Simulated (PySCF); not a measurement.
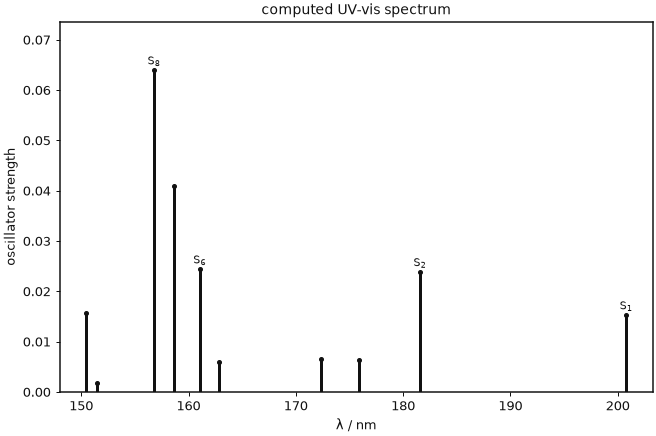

Vertical TDDFT excitations, B3LYP/def2-SVPD, PySCF, at a PBE0-D3(BJ)/def2-SVP geometry (no frequency check), gas phase. Only the first 10 singlet excitations are included.

Which molecule gives this spectrum?
A. C₂H₇F₂NSi, SMILES N[SiH](CF)CF
B. C₂H₆BNO₃, SMILES CC(=O)NB(O)O
C. C₃H₈BNS, SMILES C=CSCBN
D. C₄H₄FNSi, SMILES N#CC1=C[C@H](F)[SiH2]1

Option A. Its lowest singlet lies at 6.17 eV (f = 0.015) and the brightest of those computed is S8 at 7.91 eV (157 nm), f = 0.064, mainly HOMO−1 → LUMO+2 (72 %).

Note: states above the negative HOMO energy depend on the basis; one conformer of a flexible molecule; core orbitals are frozen in the response.
